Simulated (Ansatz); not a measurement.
# HfGa (element-swapped structure): how the settings move a single-point run

Aim: see which settings change the result for HfGa (element-swapped structure), by how much, and at what cost.

Program: Ansatz 0.2.0. Level of theory: reference: DFT r2SCAN, plane waves, PAW, scalar-relativistic, no spin polarisation. These are calculated values, not measurements.

1 further run of the same task is left out (it didn't finish).

## 1. The system as given

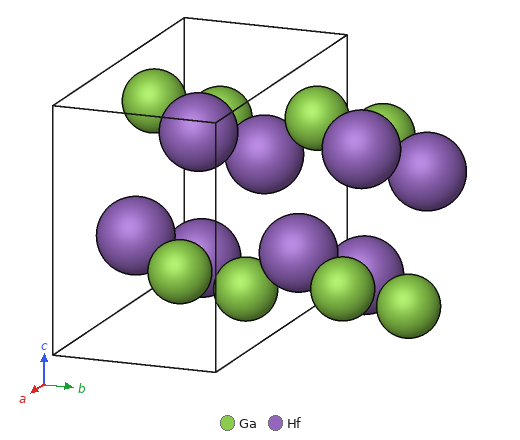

The starting structure, seen slightly off an axis (gallium green, hafnium purple). 1×2×1 cells are drawn.

Structure file:

```xyz
8
Lattice="7.7867 0.0000 0.0000 0.0000 3.8304 0.0000 0.0000 0.0000 5.6575" Properties=species:S:1:pos:R:3 pbc="T T T"
Ga    0.2959    0.9576    3.5472
Ga    3.5974    2.8728    0.7185
Ga    4.1892    0.9576    4.9390
Ga    7.4908    2.8728    2.1102
Hf    1.3946    0.9576    0.6614
Hf    2.4987    2.8728    3.4901
Hf    5.2879    0.9576    2.1674
Hf    6.3921    2.8728    4.9961
```

## 2. The reference run

The input, input.yaml:

```yaml
crystal:
  lattice:
    - [7.786668, 0.0, 0.0]
    - [0.0, 3.830425, 0.0]
    - [0.0, 0.0, 5.657467]
  atoms:
    - { symbol: Ga, position: [0.038, 0.25, 0.627] }
    - { symbol: Ga, position: [0.462, 0.75, 0.127] }
    - { symbol: Ga, position: [0.538, 0.25, 0.873] }
    - { symbol: Ga, position: [0.962, 0.75, 0.373] }
    - { symbol: Hf, position: [0.1791, 0.25, 0.1169] }
    - { symbol: Hf, position: [0.3209, 0.75, 0.6169] }
    - { symbol: Hf, position: [0.6791, 0.25, 0.3831] }
    - { symbol: Hf, position: [0.8209, 0.75, 0.8831] }
  symmetry: { tolerance: 0.0003 }
kpoints:
  mp_grid: { grid: [3, 5, 3], shift: [0, 0, 0] }
magnetization:
  spin_polarized: false
scf:
  occupations: { method: fermi_dirac }
hamiltonian:
  pseudopotentials: { kind: paw }
  xc: r2scan
basis:
  ecutwfc: 500
output:
  forces: true
  stress: true
  eigenvalues: true
```

Started as:

```console
$ ansatz run input.yaml --threads 1 --pin off --max-ram 2560MiB --backend cpu --events-out ev --progress --plain --runs-dir out
```

The log of the run, shortened:

```text
Warning: RAYON_NUM_THREADS=1 ignored (pool sized by the plan → 1); use --threads N
[...]
Pseudopotentials: kind: paw
Pseudopotential: Ga, paw, valence charge 13, recommended cutoff 500 eV (meta_gga), Ga.paw.azcp
Pseudopotential: Hf, paw, valence charge 26, recommended cutoff 500 eV (meta_gga), Hf.paw.azcp
Functional definition: r2SCAN
[...]
Crystal: 8 atoms, lattice volume = 168.741 Å³
Basis set: ecut = 500 eV, 4257 PW (Γ), exchange–correlation on 240×120×180 points (64 copies of the dense FFT grid, shifted against one another)
Bands: 94, of which v1, the nominal top of the filled ones, is band 78 counted from 1 (77 counted from 0)
Symmetry: 8 space group operations
Space group: Pnma (ITA 62), of the structure as read, at distance tolerance 1.7e-3 Å
k-points: 12 of 45
[...]
SCF iter   1: F=—  HF=-78096.929941 eV  |F-HF|=—  |Δ(HF+E_count)|=         —  Δρ=8.80e-3  dr2=1.31e-1  dr2_τ=1.49e-1  ethr=1.77e-3  ⟨swp⟩=5.4  Hψ=3411  notcnv=0  defer=12
[...]
SCF iter   9: F=-78096.890426 eV  HF=-78096.890426 eV  |F-HF|=3.81e-9  |Δ(HF+E_count)|=   3.60e-8  Δρ=2.18e-6  dr2=1.31e-8  dr2_τ=1.39e-9  ethr=6.41e-11  ⟨swp⟩=9.2  Hψ=4483  notcnv=0
[...]
SCF converged after 9 iterations
Free energy (F): -78096.890426 eV
[...]
E sigma→0 (E₀):  -78096.807404 eV
Entropy (-TS):   -0.166044 eV (-20.756 meV/atom)
Fermi energy:    14.534838 eV
[...]
--- Forces (eV/Å), atoms counted from 1 ---
  atom   1  Ga     0.39320337    -0.00000000     0.96540960
  atom   2  Ga    -0.39320337    -0.00000000     0.96540960
  atom   3  Ga     0.39320337     0.00000000    -0.96540960
  atom   4  Ga    -0.39320337     0.00000000    -0.96540960
  atom   5  Hf    -0.04242237    -0.00000000    -0.05137396
  atom   6  Hf     0.04242237    -0.00000000    -0.05137396
  atom   7  Hf    -0.04242237    -0.00000000     0.05137396
  atom   8  Hf     0.04242237    -0.00000000     0.05137396
[...]
--- Stress (GPa, compression-positive) ---
      -15.941162       0.000000       0.000000
        0.000000      -8.533046       0.000000
        0.000000       0.000000     -14.464073
  P = ⅓ Tr σ = -12.9794 GPa (-129.794 kbar)
--- Band table (eV; the first three rows and the last of 12) ---
[...]
```

It took 36 s on 1 thread of an Arm CPU, shared host; peak memory 0.84 GiB.

## 3. Changed: symmetry.detect false, tolerance left out

input.yaml: that of step 2 with these lines changed.

```diff
@@ -14,3 +14,3 @@
     - { symbol: Hf, position: [0.8209, 0.75, 0.8831] }
-  symmetry: { tolerance: 0.0003 }
+  symmetry: { detect: false }
 kpoints:
```

Started as:

```console
$ ansatz run input.yaml --threads 1 --pin off --max-ram 2560MiB --backend cpu --events-out ev --progress --plain --runs-dir out
```

The log of the run, shortened:

```text
Warning: RAYON_NUM_THREADS=1 ignored (pool sized by the plan → 1); use --threads N
[...]
[... 4 set-up lines as earlier in the session ...]
[...]
Crystal: 8 atoms, lattice volume = 168.741 Å³
Basis set: ecut = 500 eV, 4257 PW (Γ), exchange–correlation on 240×120×180 points (64 copies of the dense FFT grid, shifted against one another)
Bands: 94, of which v1, the nominal top of the filled ones, is band 78 counted from 1 (77 counted from 0)
Symmetry: 1 space group operations
k-points: 23 of 45 (time reversal used)
[...]
SCF iter   1: F=—  HF=-78096.929925 eV  |F-HF|=—  |Δ(HF+E_count)|=         —  Δρ=8.80e-3  dr2=1.31e-1  dr2_τ=1.49e-1  ethr=1.77e-3  ⟨swp⟩=5.3  Hψ=6510  notcnv=0  defer=28
[...]
SCF converged after 9 iterations
Free energy (F): -78096.890426 eV
[...]
E sigma→0 (E₀):  -78096.807404 eV
Entropy (-TS):   -0.166044 eV (-20.756 meV/atom)
Fermi energy:    14.534838 eV
[...]
--- Forces (eV/Å), atoms counted from 1 ---
  atom   1  Ga     0.39321066     0.00000000     0.96540926
  atom   2  Ga    -0.39322072     0.00000000     0.96540810
  atom   3  Ga     0.39319311    -0.00000001    -0.96540407
  atom   4  Ga    -0.39318882     0.00000001    -0.96541644
  atom   5  Hf    -0.04241017    -0.00000017    -0.05137198
  atom   6  Hf     0.04239504    -0.00000011    -0.05137394
  atom   7  Hf    -0.04243052    -0.00000003     0.05136918
  atom   8  Hf     0.04245185     0.00000005     0.05138117
[...]
--- Stress (GPa, compression-positive) ---
      -15.941167       0.000000       0.000013
        0.000000      -8.533044       0.000000
        0.000013       0.000000     -14.464074
  P = ⅓ Tr σ = -12.9794 GPa (-129.794 kbar)
--- Band table (eV; the first three rows and the last of 23) ---
[...]
```

It took 1.9 min on 1 thread of an Arm CPU, shared host; peak memory 0.85 GiB.

Energy and cycle count are those of the reference, so the change (use of symmetry) left the result and the number of cycles as they were. Cost: 1.9 min against 36 s.

## 4. Changed: hubbard.sites [{species: Hf, l: d, u_eff: 4.0}], hubbard.double_counting fll, accuracy medium

input.yaml: that of step 2 with these lines changed.

```diff
@@ -24,2 +24,3 @@
   xc: r2scan
+  hubbard: { sites: [{ species: Hf, l: d, u_eff: 4.0 }], double_counting: fll }
 basis:
@@ -30 +31,2 @@
   eigenvalues: true
+accuracy: medium
```

Started as:

```console
$ ansatz run input.yaml --threads 1 --pin off --max-ram 2560MiB --backend cpu --events-out ev --progress --plain --runs-dir out
```

The log of the run:

```text
Warning: RAYON_NUM_THREADS=1 ignored (pool sized by the plan → 1); use --threads N
Ga: projections on atomic orbitals take those of the free atom [Ar] 3d10 4s2 4p1, of charge +0.00 (hamiltonian.pseudopotentials.projection_atoms); the dataset's partial waves leave at most 1.1e-6 of an orbital's norm unspanned inside its sphere
Hf: projections on atomic orbitals take those of the free atom [Kr 4d10] 4f14 5s2 5p6 5d2 6s2, of charge +0.00 (hamiltonian.pseudopotentials.projection_atoms); the dataset's partial waves leave at most 4.9e-5 of an orbital's norm unspanned inside its sphere
Engine: ansatz 0.2.0, aarch64-unknown-linux-gnu
[... 4 set-up lines as earlier in the session ...]
  parameter k0 = 0.174
  parameter k1 = 0.065
  parameter a1 = 4.9479
  exchange = r2scan_x(k0 = k0, k1 = k1, a1 = a1)
  correlation = r2scan_c
Crystal: 8 atoms, lattice volume = 168.741 Å³
Basis set: ecut = 500 eV, 4257 PW (Γ), exchange–correlation on 240×120×180 points (64 copies of the dense FFT grid, shifted against one another)
Bands: 94, of which v1, the nominal top of the filled ones, is band 78 counted from 1 (77 counted from 0)
[... 2 set-up lines as earlier in the session ...]
k-points: 12 of 45
Non-local potential: Ga, projectors of the file, l = 0: 2, l = 1: 2, l = 2: 3, l = 3: 1
Non-local potential: Hf, projectors of the file, l = 0: 3, l = 1: 2, l = 2: 2, l = 3: 3
PAW form: soft (Blöchl's): semilocal exchange-correlation on the pseudo side does not see the compensation charge
PAW frozen core: Ga, regenerated for the run's functional (the file was generated under x = pbe(κ = 0.804, μ = 0.2195149727645171), c = pbe(β = 0.06672455060314922))
PAW frozen core: Hf, regenerated for the run's functional (the file was generated under x = pbe(κ = 0.804, μ = 0.2195149727645171), c = pbe(β = 0.06672455060314922))
PAW one-centre angular grid: Ga, 590 points (default); XC on 160 Gauss nodes
PAW one-centre angular grid: Hf, 974 points (default); XC on 160 Gauss nodes
Initial density: superposition of atomic densities (chi_scale 0.1, normalization cell, long waves of neutral atoms under a Hubbard term (reshape's long-wave potential 0.00 eV rms, cloud 2.97 Å wide))
Initial wavefunctions: pseudopotential atomic-orbital guess
Functional: x = r2scan, c = r2scan; τ floored in thin density (d = 2e-4 eV/Å³)
iter 1 solved again at ethr=2.26e-3 eV; its pass at ethr=3.10e-3 eV (dr2=3.52e0 eV) is discarded
SCF iter   1: F=—  HF=-78080.530933 eV  |F-HF|=—  |Δ(HF+E_count)|=         —  Δρ=4.99e-2  dr2=3.52e0  dr2_τ=2.17e-1  ethr=2.26e-3  ⟨swp⟩=1.4  Hψ=4675  notcnv=0
preconditioner: auto → Kerker (q_TF=auto, 2.693 Å⁻¹)  [metal: Δε(μ)=0.034 eV  Ē_g=17.791 eV  σ=0.100 eV  W_gap=0.09  n_scr=56 (ndim 8)  ℏωp=34.8 eV  f_vac=0.000  D(μ)=4.89/eV (n_scr^D=34)]
SCF iter   2: F=—  HF=-78080.588761 eV  |F-HF|=—  |Δ(HF+E_count)|=   5.78e-2  Δρ=2.70e-2  dr2=1.17e0  dr2_τ=4.08e-2  ethr=2.25e-3  ⟨swp⟩=2.1  Hψ=2065  notcnv=0
SCF iter   3: F=—  HF=-78080.914689 eV  |F-HF|=—  |Δ(HF+E_count)|=   3.26e-1  Δρ=1.31e-2  dr2=2.88e-1  dr2_τ=1.27e-2  ethr=7.48e-4  ⟨swp⟩=2.2  Hψ=2082  notcnv=0  defer=1
SCF iter   4: F=—  HF=-78080.911932 eV  |F-HF|=—  |Δ(HF+E_count)|=   2.76e-3  Δρ=5.17e-3  dr2=2.73e-2  dr2_τ=8.52e-4  ethr=1.85e-4  ⟨swp⟩=2.0  Hψ=2195  notcnv=0  defer=33
SCF iter   5: F=—  HF=-78080.932117 eV  |F-HF|=—  |Δ(HF+E_count)|=   2.02e-2  Δρ=2.06e-3  dr2=4.61e-3  dr2_τ=1.99e-4  ethr=1.75e-5  ⟨swp⟩=2.0  Hψ=2032  notcnv=0  defer=33
SCF iter   6: F=—  HF=-78080.930042 eV  |F-HF|=—  |Δ(HF+E_count)|=   2.07e-3  Δρ=7.03e-4  dr2=1.07e-3  dr2_τ=6.63e-5  ethr=2.96e-6  ⟨swp⟩=2.0  Hψ=2045  notcnv=0  defer=33
SCF iter   7: F=—  HF=-78080.930330 eV  |F-HF|=—  |Δ(HF+E_count)|=   2.87e-4  Δρ=3.21e-4  dr2=1.38e-4  dr2_τ=1.71e-6  ethr=6.85e-7  ⟨swp⟩=2.0  Hψ=1609  notcnv=0  defer=33
SCF iter   8: F=—  HF=-78080.930400 eV  |F-HF|=—  |Δ(HF+E_count)|=   7.02e-5  Δρ=1.00e-4  dr2=1.75e-5  dr2_τ=1.20e-6  ethr=8.87e-8  ⟨swp⟩=2.0  Hψ=2036  notcnv=0  defer=33
SCF iter   9: F=—  HF=-78080.930432 eV  |F-HF|=—  |Δ(HF+E_count)|=   3.23e-5  Δρ=3.48e-5  dr2=1.88e-6  dr2_τ=3.86e-8  ethr=1.12e-8  ⟨swp⟩=2.0  Hψ=2007  notcnv=0  defer=33
SCF iter  10: F=-78080.930434 eV  HF=-78080.930434 eV  |F-HF|=4.78e-8  |Δ(HF+E_count)|=   1.72e-6  Δρ=7.57e-6  dr2=8.29e-8  dr2_τ=2.17e-9  ethr=6.41e-11  ⟨swp⟩=7.8  Hψ=5608  notcnv=0
SCF 1 converged in 10 iterations: F = -78080.930434 eV  dr2 = 8.29e-8
SCF converged after 10 iterations
Free energy (F): -78080.930434 eV
Harris-Foulkes:  -78080.930434 eV  (|F-HF|=4.78e-8)
Internal energy: -78080.793025 eV  (E = F + TS)
E sigma→0 (E₀):  -78080.861730 eV
Entropy (-TS):   -0.137409 eV (-17.176 meV/atom)
Fermi energy:    15.145448 eV
--- Per-component energies (eV) ---
  E_band       = -432.041187
  E_kinetic    = 2124.910271
  E_local      = -29064.801335  (includes V_loc(G=0)·N_el)
  E_nonlocal   = -3304.033652
  E_hartree    = 13550.448403
  E_xc         = -1375.588983
  E_vxc        = -1401.317649  (∫ρ·V_xc dr)
  E_hubbard    = 15.519756  (on-site DFT+U / exact-exchange correction)
  E_vhub       = 9.533952  (the Hubbard potential's part of the band-sum identity)
  E_paw        = -35799.393188  (= ΣΔE_a)
  E_vpaw       = 4032.546904  (= ΣTr[D̂ρ^β])
  E_aug_tail   = -0.000173  (compensation charges beyond the density's cutoff)
  E_vtau       = 70.239056  (kinetic-family band-sum trace: ∫τ·v_τ [+ j·A + Jᵃ·Aᵃ] dr)
  E_ewald      = -24226.527932
  E_core_change = -1.326192  (= ΣΔE_core)
  E_smearing   = -0.137409  (= −TS)
  E_closure    = 0.000000  (closes the sum)
  Σ components = -78080.930434   (vs F -78080.930434, Δ=0.00e0)
--- Forces (eV/Å), atoms counted from 1 ---
  atom   1  Ga     0.50945644     0.00000000     1.03611507
  atom   2  Ga    -0.50945644     0.00000000     1.03611507
  atom   3  Ga     0.50945644     0.00000000    -1.03611507
  atom   4  Ga    -0.50945644     0.00000000    -1.03611507
  atom   5  Hf    -0.06307251    -0.00000000    -0.10785768
  atom   6  Hf     0.06307251    -0.00000000    -0.10785768
  atom   7  Hf    -0.06307251    -0.00000000     0.10785768
  atom   8  Hf     0.06307251     0.00000000     0.10785768
  max |Σ_I F_I| component: 1.39e-17 eV/Å
--- Stress (GPa, compression-positive) ---
      -11.904662       0.000000       0.000000
        0.000000      -4.936782       0.000000
        0.000000       0.000000     -11.182185
  P = ⅓ Tr σ = -9.3412 GPa (-93.412 kbar)
--- Band table (eV; the first three rows and the last of 12) ---
  k-point 0: bands = ["-50.2337", "-50.2253", "-50.2237", "-50.2217", "-18.2010", "-18.1993", "-18.1877", "-18.1701", "-18.1397", "-18.1065", "-18.0904", "-18.0671", "-18.0595", "-18.0487", "-18.0374", "-18.0173", "-0.1854", "-0.1824", "-0.0892", "-0.0756", "0.0044", "0.0091", "0.0190", "0.0299", "0.1031", "0.1079", "0.2308", "0.2436", "0.2554", "0.2642", "0.2866", "0.2964", "0.3118", "0.3147", "0.4116", "0.4132", "1.3090", "1.3104", "1.3105", "1.3142", "1.3145", "1.3148", "1.3170", "1.3181", "1.3292", "1.3298", "1.3318", "1.3322", "1.3351", "1.3367", "1.3373", "1.3380", "1.3380", "1.3404", "1.3417", "1.3423", "1.3424", "1.3432", "1.3452", "1.3465", "1.3478", "1.3498", "1.3511", "1.3525", "4.4741", "6.1166", "8.9711", "9.7844", "11.1744", "11.6367", "12.0150", "13.2512", "13.5627", "13.6410", "14.4866", "15.0552", "15.6270", "15.7601", "16.0575", "16.2771", "16.5903", "16.6483", "16.8038", "16.8471", "17.3645", "17.4942", "17.7405", "18.4296", "18.6443", "18.8110", "19.0527", "19.0765", "19.3893", "20.0146"]
  k-point 1: bands = ["-50.2312", "-50.2249", "-50.2244", "-50.2221", "-18.2135", "-18.1899", "-18.1705", "-18.1471", "-18.1420", "-18.0973", "-18.0896", "-18.0769", "-18.0676", "-18.0543", "-18.0503", "-18.0295", "-0.1841", "-0.1826", "-0.0818", "-0.0746", "0.0049", "0.0073", "0.0214", "0.0268", "0.1035", "0.1061", "0.2346", "0.2404", "0.2580", "0.2624", "0.2899", "0.2952", "0.3101", "0.3115", "0.4118", "0.4126", "1.3070", "1.3095", "1.3103", "1.3117", "1.3130", "1.3161", "1.3164", "1.3185", "1.3286", "1.3299", "1.3302", "1.3337", "1.3343", "1.3347", "1.3347", "1.3367", "1.3382", "1.3411", "1.3428", "1.3430", "1.3437", "1.3455", "1.3456", "1.3468", "1.3476", "1.3511", "1.3513", "1.3527", "4.9950", "5.9376", "8.9228", "9.4754", "9.7199", "11.3386", "13.3116", "13.6933", "13.7761", "14.2743", "14.2897", "14.8885", "15.3687", "16.0371", "16.2507", "16.4942", "16.5572", "16.5840", "16.6795", "17.0381", "17.1615", "17.1759", "17.9060", "18.2466", "18.3469", "18.4266", "18.6533", "19.1245", "19.5027", "19.9000"]
  k-point 2: bands = ["-50.2322", "-50.2261", "-50.2240", "-50.2235", "-18.1920", "-18.1844", "-18.1781", "-18.1628", "-18.1483", "-18.1117", "-18.0996", "-18.0762", "-18.0720", "-18.0695", "-18.0443", "-18.0438", "-0.1760", "-0.1746", "-0.0209", "-0.0134", "0.0035", "0.0088", "0.0154", "0.0216", "0.0816", "0.0848", "0.2495", "0.2510", "0.2650", "0.2683", "0.2689", "0.2701", "0.2899", "0.2985", "0.4014", "0.4019", "1.3097", "1.3109", "1.3110", "1.3138", "1.3139", "1.3146", "1.3158", "1.3176", "1.3286", "1.3307", "1.3338", "1.3341", "1.3347", "1.3376", "1.3377", "1.3387", "1.3390", "1.3398", "1.3411", "1.3426", "1.3427", "1.3430", "1.3443", "1.3463", "1.3477", "1.3482", "1.3495", "1.3495", "4.9647", "6.4679", "9.3571", "10.0056", "11.0226", "12.1335", "12.2514", "12.4330", "12.8235", "13.1607", "13.4341", "14.7856", "15.0391", "15.1115", "15.3501", "15.3984", "16.8096", "17.4282", "17.4310", "17.6311", "17.7004", "17.7808", "18.1231", "18.2606", "18.9201", "19.0616", "19.0634", "19.4396", "19.4967", "19.7719"]
  k-point 11: bands = ["-50.2251", "-50.2244", "-50.2239", "-50.2230", "-18.1827", "-18.1760", "-18.1735", "-18.1625", "-18.1552", "-18.1509", "-18.1228", "-18.1197", "-18.0725", "-18.0641", "-18.0591", "-18.0512", "-0.1163", "-0.1154", "-0.0323", "-0.0310", "0.0150", "0.0203", "0.0422", "0.0449", "0.1042", "0.1043", "0.1904", "0.1917", "0.2707", "0.2718", "0.2780", "0.2786", "0.3071", "0.3087", "0.3536", "0.3547", "1.3108", "1.3112", "1.3127", "1.3130", "1.3133", "1.3139", "1.3149", "1.3159", "1.3297", "1.3300", "1.3321", "1.3323", "1.3363", "1.3366", "1.3369", "1.3375", "1.3392", "1.3395", "1.3401", "1.3404", "1.3425", "1.3429", "1.3436", "1.3443", "1.3479", "1.3486", "1.3492", "1.3501", "6.9622", "7.2884", "8.8890", "9.0144", "10.5718", "10.9544", "12.0096", "12.5333", "12.9108", "13.1757", "13.4897", "13.7286", "14.3374", "14.5811", "14.8644", "15.2191", "16.7491", "17.3933", "17.6771", "17.8964", "18.1940", "18.4352", "18.5847", "18.7766", "18.9398", "19.0484", "19.1859", "19.4719", "19.6302", "19.8696"]
Occupation matrices written to <dir>
```

Wall time 47 s (1 thread of an Arm CPU, shared host); peak memory 1 GiB.

Changing the Hubbard U moves the energy by +1.99 eV/atom, and the pressure goes from -13.0 to -9.3 GPa and the largest force goes from 1.04 to 1.15 eV/Å. The U term adds an energy of its own, so the shift says nothing about which run is better. Cost: 10 SCF cycles against 9.

## 5. Changing settings: occupations.method gaussian, occupations.width 0.2, scf.algorithm density_mixing

input.yaml: that of step 2 with these lines changed.

```diff
@@ -20,3 +20,4 @@
 scf:
-  occupations: { method: fermi_dirac }
+  occupations: { method: gaussian, width: 0.2 }
+  algorithm: density_mixing
 hamiltonian:
@@ -30 +31,5 @@
   eigenvalues: true
+  write_density: true
+  write_potential: true
+  elf: true
+  volumetric_format: npy
```

Started as:

```console
$ ansatz run input.yaml --threads 1 --pin off --max-ram 2560MiB --backend cpu --events-out ev --progress --plain --runs-dir out
```

The log of the run, shortened:

```text
Warning: RAYON_NUM_THREADS=1 ignored (pool sized by the plan → 1); use --threads N
[...]
[... 4 set-up lines as earlier in the session ...]
[...]
Crystal: 8 atoms, lattice volume = 168.741 Å³
Basis set: ecut = 500 eV, 4257 PW (Γ), exchange–correlation on 240×120×180 points (64 copies of the dense FFT grid, shifted against one another)
Bands: 94, of which v1, the nominal top of the filled ones, is band 78 counted from 1 (77 counted from 0)
[... 2 set-up lines as earlier in the session ...]
k-points: 12 of 45
[...]
SCF converged after 9 iterations
Free energy (F): -78096.858288 eV
[...]
E sigma→0 (E₀):  -78096.804413 eV
Entropy (-TS):   -0.107749 eV (-13.469 meV/atom)
Fermi energy:    14.533758 eV
[...]
--- Forces (eV/Å), atoms counted from 1 ---
  atom   1  Ga     0.39799458     0.00000000     0.96752063
  atom   2  Ga    -0.39799458     0.00000000     0.96752063
  atom   3  Ga     0.39799458     0.00000000    -0.96752063
  atom   4  Ga    -0.39799458     0.00000000    -0.96752063
  atom   5  Hf    -0.02806915     0.00000000    -0.05381719
  atom   6  Hf     0.02806915     0.00000000    -0.05381719
  atom   7  Hf    -0.02806915     0.00000000     0.05381719
  atom   8  Hf     0.02806915     0.00000000     0.05381719
[...]
--- Stress (GPa, compression-positive) ---
      -15.977127       0.000000       0.000000
        0.000000      -8.522677       0.000000
        0.000000       0.000000     -14.510239
  P = ⅓ Tr σ = -13.0033 GPa (-130.033 kbar)
--- Band table (eV; the first three rows and the last of 12) ---
[...]
```

It took 45 s on 1 thread of an Arm CPU, shared host; peak memory 0.84 GiB.

Changing the smearing and solver leaves the energy as it was (+0.4 meV/atom).

## 6. Comparison

```
                                                                                             run     ending                                        energy change  pressure (GPa)  gap (eV)  force (eV/Å)  cycles     time
                                                                                       reference  converged                                                    0           -13.0      0.00          1.04       9     36 s
                                                    1: symmetry.detect false, tolerance left out  converged                                         0.0 meV/atom           -13.0      0.00          1.04       9  1.9 min
2: hubbard.sites [{species: Hf, l: d, u_eff: 4.0}], hubbard.double_counting fll, accuracy medium  converged  +1.99 eV/atom (U changed: no physical gain or loss)            -9.3      0.00          1.15      10     47 s
             3: occupations.method gaussian, occupations.width 0.2, scf.algorithm density_mixing  converged                                  +0.4 meV/atom (σ→0)           -13.0      0.00          1.05       9     45 s
```

Times don't compare one to one where runs were asked for different outputs or read a saved state (see the inputs); cycles may leave out searches for a lower state.

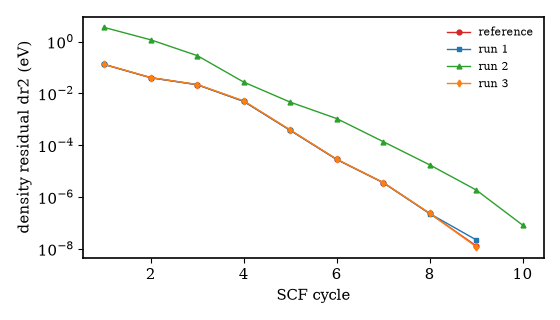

Residual by cycle in the longest SCF loop of each run; runs are numbered as in the table.

**Reading.** A changed U is a change of model: its shifts are not errors of convergence. The structure is not at rest: the sound run finds -13 GPa, so these are no properties of the relaxed crystal. 

The reference is no final answer either: its mesh is coarse for a cell with so small a gap or none; the structure is made up and not relaxed.
